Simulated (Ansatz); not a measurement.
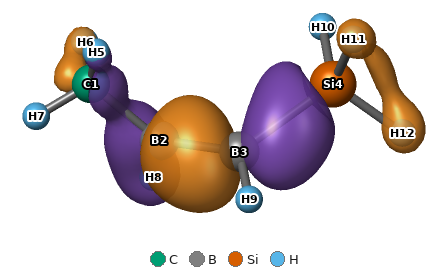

Figure 1: CH₈B₂Si. The HOMO at ±0.15 Å⁻³ᐟ² (orange and purple are the two phases), seen at a tilt.

Level of theory: RKS B3LYP-D4/6-31G in Ansatz 0.2.0.

The calculation's input:

```
crystal:
  periodic: [false, false, false]
  atoms:
    - { symbol: C, position_ang: [-0.7419, 2.076, -0.0407] }
    - { symbol: B, position_ang: [0.1018, 0.8353, -0.3203] }
    - { symbol: B, position_ang: [-0.3245, -0.6166, 0.353] }
    - { symbol: Si, position_ang: [0.8831, -2.1692, 0.0313] }
    - { symbol: H, position_ang: [-0.8094, 2.3345, 1.0171] }
    - { symbol: H, position_ang: [-0.3648, 3.0064, -0.5955] }
    - { symbol: H, position_ang: [-1.7968, 1.938, -0.4084] }
    - { symbol: H, position_ang: [1.0991, 0.9373, -1.0171] }
    - { symbol: H, position_ang: [-1.2411, -0.6895, 1.1007] }
    - { symbol: H, position_ang: [2.1788, -1.9208, 0.533] }
    - { symbol: H, position_ang: [0.2382, -3.3347, 0.7723] }
    - { symbol: H, position_ang: [0.8544, -2.4519, -1.3914] }
basis:
  gaussian: { orbitals: "6-31G" }
hamiltonian:
  xc: b3lyp
  dispersion: d4
relax:
  f_tol: 0.02
  max_steps: 50
output:
  orbitals: {}
```

Launched as:

```sh
ansatz run input.yaml --threads 1 --pin off --max-ram 2048MiB --backend cpu --events-out ev --progress --plain --runs-dir out
```

The fields are those of the relaxed geometry.

What is the character of this orbital?

Its weight (Hirshfeld) is mainly on B3 (about 30 %), B2 (about 25 %), Si4 (about 20 %) and H8 (about 5 %). Its energy is −7.42 eV.
